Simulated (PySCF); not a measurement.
**[Dy(NH2)4]−: forces at shaken geometries**

How stiff is [Dy(NH2)4]−? Its atoms are displaced at random by several amounts. It is a constructed species; whether it can be made isn't addressed.

Program: PySCF 2.14.0. Level of theory: r2SCAN, Dy lcecp-1-SVP with ECP55, N def2-SVP, H def2-SVP; scalar-relativistic core potentials, no spin–orbit coupling. These are calculated values, not measurements.

3 further runs of the same task are left out: 2 for a known fault of the program, 1 set aside as unsound or not needed.

### 1 The system as given

13 atoms, charge -1, spin multiplicity 1.

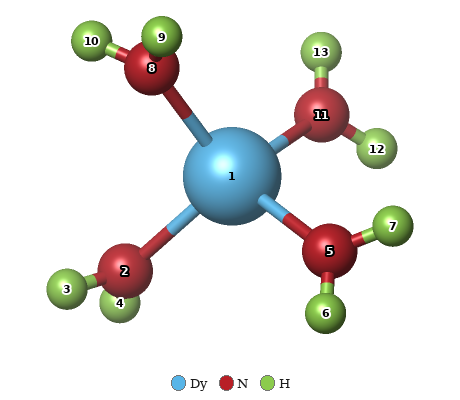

The geometry (dysprosium blue, nitrogen red, hydrogen green); atoms are numbered from 1 in the order of the file.

Geometry (Å):

```
Dy    0.0000    0.0000    0.0000
N     1.3754    1.3371    1.1926
H     2.2444    1.0013    1.6176
H     1.3415    2.3344    1.4116
N    -1.3755   -1.1926    1.3371
H    -1.3412   -1.4117    2.3345
H    -2.2446   -1.6175    1.0015
N     1.3754   -1.3371   -1.1926
H     1.3415   -2.3344   -1.4116
H     2.2444   -1.0013   -1.6176
N    -1.3755    1.1926   -1.3371
H    -2.2446    1.6175   -1.0015
H    -1.3412    1.4117   -2.3345
```

Formal oxidation states: Dy +3. Each metal's 9 4f electrons lie in its core potential, so multiplicities, spins and levels count the valence alone. An earlier session relaxed this geometry at r2SCAN, Dy lcecp-1-SVP with ECP55, N def2-SVP, H def2-SVP (singlet, point group S4).

Its energy there is -260.766753 Eh.

### 2 Atoms moved at random, σ = 0.15 Å

The input, run.py (the lines that set the calculation):

```python
mol = gto.M(atom='''
Dy     0.11900    -0.09942    -0.09948
N      1.39295     1.40550     1.12543
H      2.19777     1.24226     1.65333
H      1.30830     2.25170     1.37648
N     -1.25449    -1.31001     1.30077
H     -1.34938    -1.56361     2.28655
H     -2.08694    -1.64065     1.10809
N      1.26044    -1.31419    -1.16049
H      1.43694    -2.43281    -1.56998
H      1.96069    -1.01014    -1.64343
N     -1.34208     1.23878    -1.19433
H     -2.23030     1.82445    -0.80003
H     -1.41290     1.40814    -2.38290''',
    basis={'Dy': 'lcecp-1-SVP', 'N': 'def2-SVP', 'H': 'def2-SVP'},
    ecp={'Dy': 'lcecp-1-SVP'},
    charge=-1, spin=0)
mf = dft.RKS(mol, xc='R2SCAN')
mf.grids.atom_grid = (50, 194)  # f atoms: unpruned, at least (60, 302)
mf = mf.density_fit()  # fitting sets: Dy AutoAux, N def2-universal-JKFIT, H def2-universal-JKFIT
mf.conv_tol = 1e-08; mf.max_cycle = 55
mf.kernel(dm0)  # dm0: the density of the relaxed state
```

On the command line:

```bash
> OMP_NUM_THREADS=2 python run.py
```

Output:

```text
init E= -260.675368656211
  HOMO = -0.00323154890158917  LUMO = 0.111129429423089  gap/eV = 3.11192
cycle= 1 E= -260.617675208234  delta_E= 0.0577  |g|= 0.236  |ddm|= 0.838
  HOMO = 0.0518033023513986  LUMO = 0.145187955675093  gap/eV = 2.54113
cycle= 2 E= -260.591149061096  delta_E= 0.0265  |g|= 0.404  |ddm|= 0.622
  HOMO = 0.0103597537619788  LUMO = 0.13891543236246  gap/eV = 3.49818
cycle= 3 E= -260.630978138638  delta_E= -0.0398  |g|= 0.0941  |ddm|= 0.422
  HOMO = 0.0102857978363502  LUMO = 0.138535327046093  gap/eV = 3.48985
cycle= 4 E= -260.633042773491  delta_E= -0.00206  |g|= 0.018  |ddm|= 0.0965
  HOMO = 0.0101304794365073  LUMO = 0.138667925343974  gap/eV = 3.49768
cycle= 5 E= -260.633110748705  delta_E= -6.8e-05  |g|= 0.00617  |ddm|= 0.0203
  HOMO = 0.010088603342209  LUMO = 0.13855207108794  gap/eV = 3.49567
cycle= 6 E= -260.633119491371  delta_E= -8.74e-06  |g|= 0.00124  |ddm|= 0.00626
  HOMO = 0.010022554448194  LUMO = 0.138559515528559  gap/eV = 3.49767
cycle= 7 E= -260.63311984792  delta_E= -3.57e-07  |g|= 0.000482  |ddm|= 0.00182
  HOMO = 0.0100649557404471  LUMO = 0.13855618960338  gap/eV = 3.49642
cycle= 8 E= -260.633119903052  delta_E= -5.51e-08  |g|= 0.000162  |ddm|= 0.000561
  HOMO = 0.0100458138424582  LUMO = 0.138551161267957  gap/eV = 3.49681
cycle= 9 E= -260.633119908805  delta_E= -5.75e-09  |g|= 4.04e-05  |ddm|= 0.000186
  HOMO = 0.0100545892330634  LUMO = 0.138553069031898  gap/eV = 3.49662
Extra cycle  E= -260.633119908389  delta_E= 4.16e-10  |g|= 5.77e-05  |ddm|= 0.000127
converged SCF energy = -260.633119908389
```

It took 12 s on 2 threads of Arm Neoverse V1, shared host.

Result: E = -260.633120 Eh (+3.636 eV from the relaxed state), HOMO 0.27 eV, LUMO 3.77 eV, Mulliken charge on Dy1 +0.54 e, largest force component 10.256 eV/Å. The highest filled level lies above zero; it isn't the detachment energy.

```
atom      Fx       Fy  Fz (eV/Å)
 Dy1  -3.659    3.695      4.249
  N2  -0.348   -8.183     -3.364
  H3   2.259   -1.446      1.079
  H4  -1.914    9.120      1.939
  N5   5.311    1.896      1.784
  H6   1.107    0.371      0.564
  H7  -6.126   -2.150     -2.709
  N8  -1.776  -10.256     -0.953
  H9  -1.144    3.605      1.815
 H10   6.210    3.496     -4.013
 N11  -2.568    2.040     -3.331
 H12   2.575   -1.724     -1.265
 H13   0.073   -0.465      4.204
```

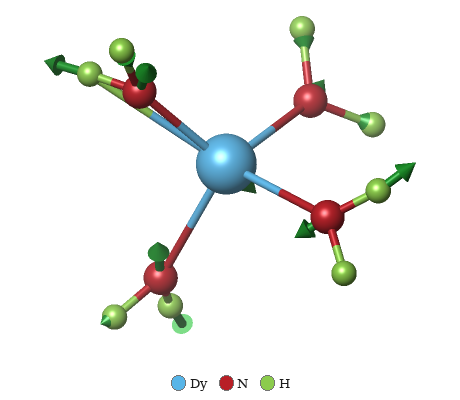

Forces as arrows, the longest for the largest force.

### 3 Atoms moved at random, σ = 0.03 Å

The input, run.py (the lines that set the calculation):

```python
mol = gto.M(atom='''
Dy    -0.04314     0.01566    -0.00186
N      1.36912     1.32648     1.17294
H      2.24646     0.97874     1.66398
H      1.34545     2.35045     1.41730
N     -1.40995    -1.17107     1.28252
H     -1.33278    -1.41409     2.38086
H     -2.22850    -1.68533     1.00525
N      1.36657    -1.35141    -1.11505
H      1.40030    -2.31755    -1.39012
H      2.21284    -0.97261    -1.65816
N     -1.39637     1.20699    -1.39472
H     -2.23137     1.61062    -1.00820
H     -1.29864     1.42312    -2.35474''',
    basis={'Dy': 'lcecp-1-SVP', 'N': 'def2-SVP', 'H': 'def2-SVP'},
    ecp={'Dy': 'lcecp-1-SVP'},
    charge=-1, spin=0)
mf = dft.RKS(mol, xc='R2SCAN')
mf.grids.atom_grid = (50, 194)  # f atoms: unpruned, at least (60, 302)
mf = mf.density_fit()  # fitting sets: Dy AutoAux, N def2-universal-JKFIT, H def2-universal-JKFIT
mf.conv_tol = 1e-08; mf.max_cycle = 55
mf.kernel(dm0)  # dm0: the density of the relaxed state
```

On the command line:

```bash
> OMP_NUM_THREADS=2 python run.py
```

Output:

```text
init E= -260.728955601477
  HOMO = -0.0114934492894569  LUMO = 0.129618282129501  gap/eV = 3.83985
cycle= 1 E= -260.751016372691  delta_E= -0.0221  |g|= 0.0723  |ddm|= 0.309
  HOMO = 0.00868020223155142  LUMO = 0.143411175057789  gap/eV = 3.66622
cycle= 2 E= -260.749507810303  delta_E= 0.00151  |g|= 0.11  |ddm|= 0.184
  HOMO = -0.000331942310560981  LUMO = 0.142045808390753  gap/eV = 3.87430
cycle= 3 E= -260.752380187972  delta_E= -0.00287  |g|= 0.0252  |ddm|= 0.112
  HOMO = 0.000545556453164977  LUMO = 0.14211557858876  gap/eV = 3.85232
cycle= 4 E= -260.752527608608  delta_E= -0.000147  |g|= 0.00326  |ddm|= 0.0269
  HOMO = 0.000385264474698683  LUMO = 0.141995156098282  gap/eV = 3.85340
cycle= 5 E= -260.752529730572  delta_E= -2.12e-06  |g|= 0.00175  |ddm|= 0.00483
  HOMO = 0.000267095500909361  LUMO = 0.141958636452152  gap/eV = 3.85562
cycle= 6 E= -260.752530448217  delta_E= -7.18e-07  |g|= 0.000508  |ddm|= 0.00187
  HOMO = 0.000287310802813537  LUMO = 0.141961115860896  gap/eV = 3.85514
cycle= 7 E= -260.752530509361  delta_E= -6.11e-08  |g|= 7.58e-05  |ddm|= 0.000651
  HOMO = 0.000277823865590183  LUMO = 0.141956734042308  gap/eV = 3.85528
cycle= 8 E= -260.75253051056  delta_E= -1.2e-09  |g|= 3.68e-05  |ddm|= 0.000133
  HOMO = 0.000285576078705694  LUMO = 0.141957847771684  gap/eV = 3.85510
Extra cycle  E= -260.752530509687  delta_E= 8.73e-10  |g|= 7.04e-05  |ddm|= 0.000107
converged SCF energy = -260.752530509687
```

Run time: 11 s. Hardware: 2 threads of Arm Neoverse V1, shared host.

Read off: E = -260.752531 Eh (+0.387 eV from the relaxed state), HOMO 0.01 eV, LUMO 3.86 eV, Mulliken charge on Dy1 +0.59 e, largest force component 3.637 eV/Å. The highest filled level lies above zero; it isn't the detachment energy.

```
atom      Fx      Fy  Fz (eV/Å)
 Dy1   0.331   0.206     -0.415
  N2   1.164   0.757      1.051
  H3  -1.221   0.430     -0.720
  H4   0.005  -1.113     -0.279
  N5   0.577  -0.533      3.637
  H6  -0.158   0.728     -3.089
  H7  -0.713  -0.399     -0.286
  N8   1.537   1.189     -0.965
  H9  -0.223  -0.884     -0.046
 H10  -1.370  -0.318      1.000
 N11   0.969  -1.006      1.573
 H12  -0.708   0.434     -0.082
 H13  -0.190   0.509     -1.378
```

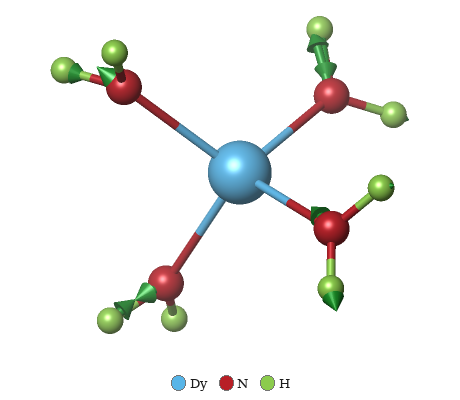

Forces as arrows, the longest for the largest force.

### 4 Atoms moved at random, σ = 0.03 Å

The input, run.py (the lines that set the calculation):

```python
mol = gto.M(atom='''
Dy    -0.01248    -0.00034     0.03515
N      1.42933     1.29995     1.18906
H      2.28534     0.99766     1.63691
H      1.38213     2.30040     1.40204
N     -1.40508    -1.17183     1.32754
H     -1.36513    -1.43742     2.28288
H     -2.26800    -1.64859     1.01185
N      1.34982    -1.35497    -1.18215
H      1.35045    -2.32283    -1.40465
H      2.27890    -0.94689    -1.65193
N     -1.38465     1.21946    -1.31794
H     -2.28625     1.63094    -0.97939
H     -1.35438     1.43447    -2.34936''',
    basis={'Dy': 'lcecp-1-SVP', 'N': 'def2-SVP', 'H': 'def2-SVP'},
    ecp={'Dy': 'lcecp-1-SVP'},
    charge=-1, spin=0)
mf = dft.RKS(mol, xc='R2SCAN')
mf.grids.atom_grid = (50, 194)  # f atoms: unpruned, at least (60, 302)
mf = mf.density_fit()  # fitting sets: Dy AutoAux, N def2-universal-JKFIT, H def2-universal-JKFIT
mf.conv_tol = 1e-08; mf.max_cycle = 55
mf.kernel(dm0)  # dm0: the density of the relaxed state
```

On the command line:

```bash
> OMP_NUM_THREADS=2 python run.py
```

Output:

```text
init E= -260.739802649691
  HOMO = -0.0092667508197201  LUMO = 0.13533544116973  gap/eV = 3.93483
cycle= 1 E= -260.756096120845  delta_E= -0.0163  |g|= 0.064  |ddm|= 0.201
  HOMO = 0.0087969373199919  LUMO = 0.142772472586586  gap/eV = 3.64566
cycle= 2 E= -260.754686798261  delta_E= 0.00141  |g|= 0.101  |ddm|= 0.171
  HOMO = -0.00104269067207056  LUMO = 0.142250451736633  gap/eV = 3.89921
cycle= 3 E= -260.757206427286  delta_E= -0.00252  |g|= 0.0228  |ddm|= 0.105
  HOMO = -0.000264575758314699  LUMO = 0.142311157790106  gap/eV = 3.87968
cycle= 4 E= -260.757327914803  delta_E= -0.000121  |g|= 0.00216  |ddm|= 0.0239
  HOMO = -0.000458485438089531  LUMO = 0.142234609029337  gap/eV = 3.88288
cycle= 5 E= -260.757328998154  delta_E= -1.08e-06  |g|= 0.000912  |ddm|= 0.0031
  HOMO = -0.000495832933227327  LUMO = 0.142219754403822  gap/eV = 3.88349
cycle= 6 E= -260.757329165922  delta_E= -1.68e-07  |g|= 0.000452  |ddm|= 0.00117
  HOMO = -0.000493102933531782  LUMO = 0.142221105548341  gap/eV = 3.88345
cycle= 7 E= -260.757329213164  delta_E= -4.72e-08  |g|= 5.6e-05  |ddm|= 0.000451
  HOMO = -0.000494719186163863  LUMO = 0.142218914283774  gap/eV = 3.88344
cycle= 8 E= -260.75732921381  delta_E= -6.46e-10  |g|= 3e-05  |ddm|= 0.0001
  HOMO = -0.000496260160656896  LUMO = 0.142219270048992  gap/eV = 3.88349
Extra cycle  E= -260.757329213197  delta_E= 6.13e-10  |g|= 5.82e-05  |ddm|= 8.68e-05
converged SCF energy = -260.757329213197
```

Run time: 11 s. Hardware: 2 threads of Arm Neoverse V1, shared host.

Read off: E = -260.757329 Eh (+0.256 eV from the relaxed state), HOMO -0.01 eV, LUMO 3.87 eV, Mulliken charge on Dy1 +0.59 e, largest force component 2.522 eV/Å. 

```
atom      Fx      Fy  Fz (eV/Å)
 Dy1   0.202   0.148     -0.602
  N2  -0.393   0.320     -0.063
  H3   0.413  -0.254      0.171
  H4  -0.070  -0.026     -0.052
  N5  -0.748  -0.188     -1.108
  H6   0.247  -0.270      1.475
  H7   0.378   0.316     -0.124
  N8   2.206   2.522     -0.735
  H9   0.092  -1.325     -0.376
 H10  -2.467  -1.138      1.246
 N11  -0.555   0.457     -0.702
 H12   0.778  -0.339     -0.365
 H13  -0.082  -0.222      1.234
```

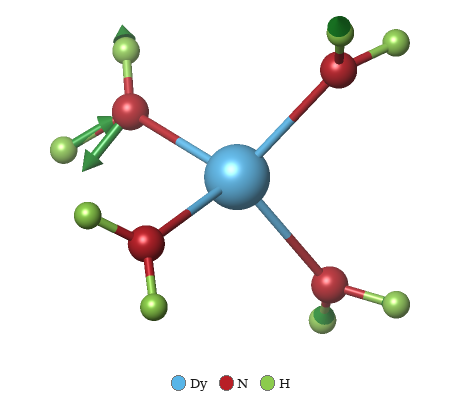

Forces as arrows, the longest for the largest force.

### 5 Results

| σ (Å) | energy rise (eV) | harmonic estimate −½ F·u (eV) | largest force component (eV/Å) |
| --- | --- | --- | --- |
| 0.15 | 3.636 | 3.716 | 10.26 |
| 0.03 | 0.387 | 0.363 | 3.64 |
| 0.03 | 0.256 | 0.241 | 2.52 |

Every displacement raises the energy. For a harmonic well the rise equals −½ F·u; the two differ by at most 6 % here (a move with σ = 0.03 Å), from anharmonicity, the grid and the small forces left at the relaxed point. The bases are small and lack diffuse functions. Spin–orbit coupling is left out.
